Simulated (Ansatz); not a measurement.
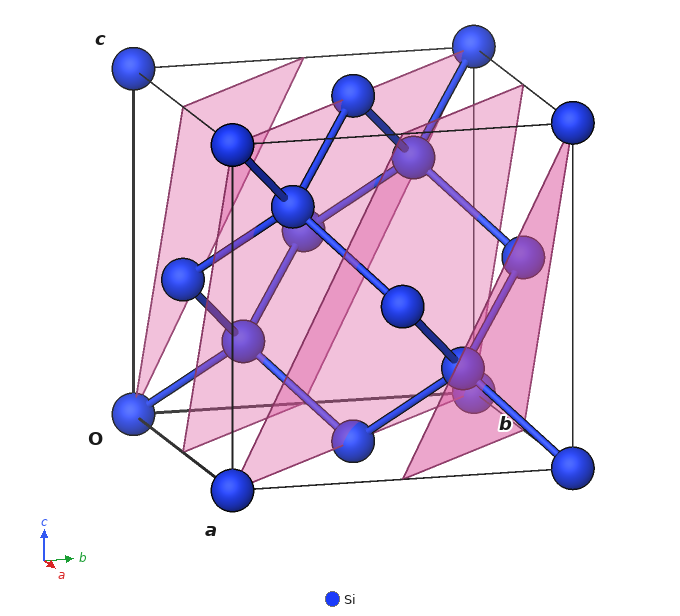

For Si, coordinates from a relaxation with Ansatz 0.2.0, DFT, m-r2SCAN, plane waves (500 eV) with PAW, scalar-relativistic: every member of one family of equally spaced planes, hx + ky + lz = a whole number, that cuts the unit cell is shaded (one member passes through the origin O). Symmetry computed with spglib at a tolerance of 0.002 Å; standard conventional cell.

a = 5.445 Å, b = 5.445 Å, c = 5.445 Å, α = 90.00°, β = 90.00°, γ = 90.00°.

Question: Index the planes.

Answer: (2 2 −1); the opposite sign names the same planes. The member next to the origin meets the axes a at 1/2, b at 1/2, c at −1.

Question: What is the spacing?

Answer: d = 1.815 Å.

Question: Which atoms of the cell lie in these planes (within 0.03 Å)?

Answer: 2 of the 8 Si.
